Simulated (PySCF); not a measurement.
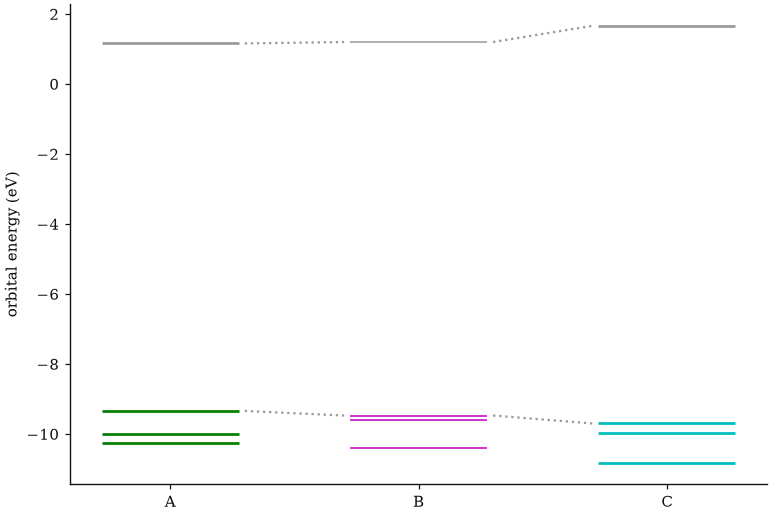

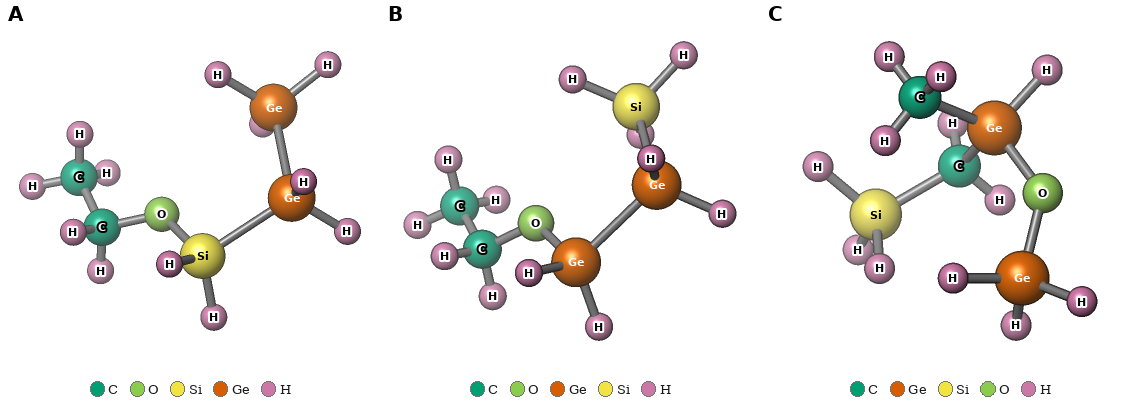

Related molecules: A is C₂H₁₂Ge₂OSi, SMILES CCO[SiH2][GeH2][GeH3], singlet; B is C₂H₁₂Ge₂OSi, SMILES CC[O][GeH2][GeH2][SiH3], singlet; C is C₂H₁₂Ge₂OSi, SMILES [CH3][Ge@H]([CH2][SiH3])[O][GeH3], singlet. Frontier orbital energies, ωB97X-D/def2-SVPD, PySCF 2.14.0, at a PBE0-D3(BJ)/def2-SVP geometry (no frequency check); drawn are at most three filled levels and, in grey, the LUMO with any level within 0.03 eV of it; dotted lines join the HOMOs and the LUMOs.

Question: What does the change do to the frontier levels?

Answer: From A to B the HOMO falls by 0.13 eV and the LUMO hardly moves, so the separation goes from 10.50 to 10.67 eV. From A to C the HOMO falls by 0.36 eV and the LUMO rises by 0.50 eV, so the separation goes from 10.50 to 11.36 eV.

Limits of at least one run: empty levels above zero depend strongly on the basis; one conformer of a flexible molecule.
